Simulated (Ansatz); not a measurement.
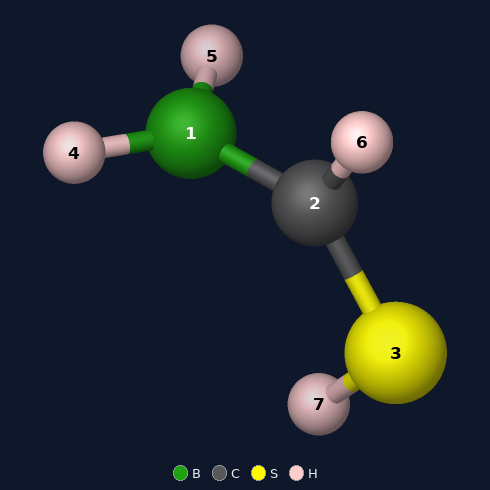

The atoms are numbered. State: charge +1, singlet. Computed geometry: PBE-D4/def2-SVP optimisation. No frequency run is at hand to confirm it as a minimum.

Give the bond lengths.

```json
{"bond": "B1–C2", "length (Å)": "1.533"}
{"bond": "B1–H4", "length (Å)": "1.216"}
{"bond": "B1–H5", "length (Å)": "1.216"}
{"bond": "C2–S3", "length (Å)": "1.656"}
{"bond": "C2–H6", "length (Å)": "1.116"}
{"bond": "S3–H7", "length (Å)": "1.376"}
```
